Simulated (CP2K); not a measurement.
# C2HClF2 (SMILES FC(F)=CCl): Pade/SZV-MOLOPT-SR-GTH (core potential)

Aim: the vertical singlet–triplet gap of C2HClF2 at Pade/SZV-MOLOPT-SR-GTH (core potential), from 2 runs. 

The calculation is run with CP2K 2026.2.

### 1 Starting point

The species is C2HClF2 (6 atoms), meant as a singlet with charge 0. SMILES: `FC(F)=CCl`. The coordinates come from a PBE0-D4/def2-TZVP relaxation.

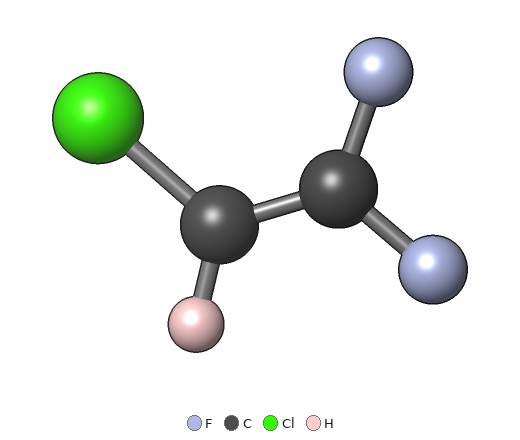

The structure, seen from a chosen angle (fluorine light blue, carbon dark grey, chlorine green, hydrogen pink).

### 2 The energy at Pade/SZV-MOLOPT-SR-GTH (core potential)

File molecule.xyz:

```xyz
6

F      0.901010    -0.810380     1.342040
C      0.267650    -0.562200     0.220370
F      0.192510    -1.632620    -0.522730
C     -0.218360     0.626770    -0.086550
Cl    -1.039010     0.926430    -1.552100
H     -0.103800     1.452000     0.598970
```

File gas.inp:

```
&GLOBAL
 PROJECT_NAME gas
 RUN_TYPE ENERGY
 PRINT_LEVEL MEDIUM
&END
&FORCE_EVAL
 METHOD QUICKSTEP
 &DFT
  BASIS_SET_FILE_NAME BASIS_MOLOPT
  POTENTIAL_FILE_NAME GTH_POTENTIALS
  CHARGE 0
  MULTIPLICITY 1
  &QS
   METHOD GPW
   EPS_DEFAULT 1.0E-10
  &END
  &MGRID
   CUTOFF 400
   REL_CUTOFF 50
   NGRIDS 4
  &END
  &POISSON
   PERIODIC NONE
   POISSON_SOLVER MULTIPOLE
  &END
  &SCF
   SCF_GUESS ATOMIC
   EPS_SCF 1.0E-06
   MAX_SCF 150
   ADDED_MOS 5
   &DIAGONALIZATION
    ALGORITHM STANDARD
   &END
   &MIXING
    METHOD BROYDEN_MIXING
    ALPHA 0.2
    NBUFFER 4
   &END
  &END
  &XC
   &XC_FUNCTIONAL PADE
   &END
  &END
  &PRINT
   &MOMENTS
    PERIODIC F
    REFERENCE COM
    MAX_MOMENT 1
   &END
   &MO ON
    ENERGIES T
    OCCUPATION_NUMBERS T
    NDIGITS 6
    &EACH
     QS_SCF 0
    &END
    ADD_LAST NUMERIC
   &END
   &HIRSHFELD OFF
   &END
  &END
 &END
 &SUBSYS
  &CELL
   ABC [angstrom] 8.9 10.1 9.9
   PERIODIC NONE
  &END
  &TOPOLOGY
   COORD_FILE_NAME molecule.xyz
   COORD_FILE_FORMAT XYZ
   &CENTER_COORDINATES
   &END
  &END
  &KIND F
   BASIS_SET SZV-MOLOPT-SR-GTH-q7
   POTENTIAL GTH-PADE-q7
  &END
  &KIND C
   BASIS_SET SZV-MOLOPT-SR-GTH-q4
   POTENTIAL GTH-PADE-q4
  &END
  &KIND Cl
   BASIS_SET SZV-MOLOPT-SR-GTH-q7
   POTENTIAL GTH-PADE-q7
  &END
  &KIND H
   BASIS_SET SZV-MOLOPT-SR-GTH-q1
   POTENTIAL GTH-PADE-q1
  &END
 &END
&END
```

Command:

```console
$ OMP_NUM_THREADS=1 cp2k.psmp -i gas.inp > gas.out 2>&1
```

Output:

```text
CP2K| version string:                                       CP2K version 2026.2
[...]
 GLOBAL| Method name                                                        CP2K
[...]
 GLOBAL| Run type                                                         ENERGY
[...]
 DFT| Spin restricted Kohn-Sham (RKS) calculation                            RKS
 DFT| Multiplicity                                                             1
[...]
 DFT| Charge                                                                   0
[...]
 FUNCTIONAL| PADE:
 QS| Method:                                                                 GPW
[...]
 QS| Density cutoff [a.u.]:                                                200.0
[...]
 QS| Relative density cutoff [a.u.]:                                        25.0
[...]
                             - Atoms:                                          6
[...]
                             - Spherical basis functions:                     21
[...]
 Number of electrons:                                                         30
[...]
     1 NoMix/Diag. 0.20E+00    0.2     1.56682355       -74.9721261264 -7.50E+01
[...]
    30 Broy./Diag. 0.20E+00    0.4     0.00000049       -75.1160557163  1.76E-06
  *** SCF run converged in    30 steps ***
[...]
  Overlap energy of the core charge distribution:               0.00000354392795
  Self energy of the core charge distribution:               -187.51103120909841
  Core Hamiltonian energy:                                     52.62694716713192
  Hartree energy:                                              75.51028861389926
  Exchange-correlation energy:                                -15.74226383219087
  Total energy:                                               -75.11605571633012
[...]
                     Mulliken Population Analysis
 #  Atom  Element  Kind  Atomic population                           Net charge
       1     F        1          7.256916                             -0.256916
       2     C        2          3.524591                              0.475409
       3     F        1          7.254061                             -0.254061
       4     C        2          4.124260                             -0.124260
       5     Cl       3          7.022416                             -0.022416
       6     H        4          0.817755                              0.182245
 # Total charge                             30.000000                  0.000000
[...]
  Dipole moment [Debye]
    X= -0.1212618E+00 Y=  0.1499940E+01 Z=  0.5904103E+00  Total=      1.6165110
 ENERGY| Total FORCE_EVAL ( QS ) energy [hartree]            -75.116055716330123
[...]
```

Run time: 12 s. Hardware: 1 thread of Arm Neoverse V2, shared host; peak memory 0.95 GiB.

### 3 The triplet

molecule.xyz is that of step 2.

File job.inp:

```
&global
   project job
   run_type ENERGY
   print_level MEDIUM
&end global

&force_eval
   method QS
   &dft
      basis_set_file_name BASIS_MOLOPT
      potential_file_name GTH_POTENTIALS
      multiplicity 3
      uks T
      &qs
         method GPW
         eps_default 1.0E-10
      &end qs
      ! real-space grids
      &mgrid
         cutoff 400
         rel_cutoff 50
         ngrids 4
      &end mgrid
      ! no periodic images
      &poisson
         periodic NONE
         poisson_solver MULTIPOLE
      &end poisson
      ! self-consistent field
      &scf
         scf_guess ATOMIC
         eps_scf 1.0E-06
         max_scf 30
         &ot
            minimizer DIIS
            preconditioner FULL_ALL
         &end ot
         &outer_scf
            eps_scf 1.0E-06
            max_scf 5
         &end outer_scf
      &end scf
      ! exchange and correlation
      &xc
         &xc_functional PADE
         &end xc_functional
      &end xc
      ! extra output
      &print
         &moments
            periodic F
            reference COM
            max_moment 1
         &end moments
         &mo_cubes
            nlumo 1
            nhomo -1
            write_cube F
         &end mo_cubes
         &hirshfeld OFF
         &end hirshfeld
      &end print
   &end dft
   &subsys
      &cell
         abc 8.9 10.1 9.9
         periodic NONE
      &end cell
      &topology
         coord_file_name molecule.xyz
         coord_file_format XYZ
         &center_coordinates
         &end center_coordinates
      &end topology
      &kind F
         basis_set SZV-MOLOPT-SR-GTH-q7
         potential GTH-PADE-q7
      &end kind
      &kind C
         basis_set SZV-MOLOPT-SR-GTH-q4
         potential GTH-PADE-q4
      &end kind
      &kind Cl
         basis_set SZV-MOLOPT-SR-GTH-q7
         potential GTH-PADE-q7
      &end kind
      &kind H
         basis_set SZV-MOLOPT-SR-GTH-q1
         potential GTH-PADE-q1
      &end kind
   &end subsys
&end force_eval
```

Command:

```console
$ OMP_NUM_THREADS=1 cp2k.psmp job.inp > job.out
```

Output:

```text
CP2K| version string:                                       CP2K version 2026.2
[...]
 GLOBAL| Method name                                                        CP2K
[...]
 GLOBAL| Run type                                                         ENERGY
[...]
 DFT| Spin unrestricted (spin-polarized) Kohn-Sham calculation               UKS
 DFT| Multiplicity                                                             3
[...]
 DFT| Charge                                                                   0
[...]
 FUNCTIONAL| PADE:
 QS| Method:                                                                 GPW
[...]
 QS| Density cutoff [a.u.]:                                                200.0
[...]
 QS| Relative density cutoff [a.u.]:                                        25.0
[...]
                             - Atoms:                                          6
[...]
                             - Spherical basis functions:                     21
[...]
 Number of electrons:                                                         16
[...]
     1 OT DIIS     0.15E+00    0.4     0.14555721       -73.2125340475 -7.32E+01
[...]
     3 OT DIIS     0.15E+00    0.5     0.00000044       -74.9400361365 -5.59E-10
  *** SCF run converged in     3 steps ***
[...]
  Overlap energy of the core charge distribution:               0.00000354392795
  Self energy of the core charge distribution:               -187.51103120909841
  Core Hamiltonian energy:                                     53.09348743227135
  Hartree energy:                                              75.28420974481126
  Exchange-correlation energy:                                -15.80670564842055
  Total energy:                                               -74.94003613650838
[...]
                     Mulliken Population Analysis
 #  Atom  Element  Kind  Atomic population (alpha,beta) Net charge  Spin moment
       1     F        1         3.680514     3.572830    -0.253345     0.107684
       2     C        2         2.163648     1.393217     0.443135     0.770432
       3     F        1         3.680983     3.572787    -0.253770     0.108197
       4     C        2         2.507730     1.616530    -0.124260     0.891200
       5     Cl       3         3.568625     3.408390     0.022985     0.160235
       6     H        4         0.398499     0.436246     0.165255    -0.037747
 # Total charge and spin       16.000000    14.000000     0.000000     2.000000
[...]
  Dipole moment [Debye]
    X= -0.4121976E+00 Y=  0.1726107E+01 Z=  0.1378925E+00  Total=      1.7799902
[...]
 HOMO - LUMO gap [eV] :    2.672570
 ENERGY| Total FORCE_EVAL ( QS ) energy [hartree]            -74.940036136508382
[...]
```

Run time: 20 s. Hardware: 1 thread of Arm Neoverse V2, shared host; peak memory 0.7 GiB.

### 4 Outcome

At Pade/SZV-MOLOPT-SR-GTH (core potential):

```
                                        quantity         value
                           singlet: total energy  -75.11606 Eh
                          singlet: dipole moment        1.62 D
                            singlet: HOMO energy      -6.42 eV
                            singlet: LUMO energy      -0.95 eV
                          singlet: HOMO–LUMO gap       5.47 eV
                           triplet: total energy  -74.94004 Eh
                          triplet: dipole moment        1.78 D
     triplet: HOMO energy (highest over α and β)      -1.33 eV
                                   triplet: ⟨S²⟩         2.003
vertical energy of the triplet above the singlet      4.790 eV
```

**Reading.** At this shape the triplet lies 4.79 eV (462 kJ/mol) above the singlet. In a minimal basis such a difference can be off by several eV, whatever the method.
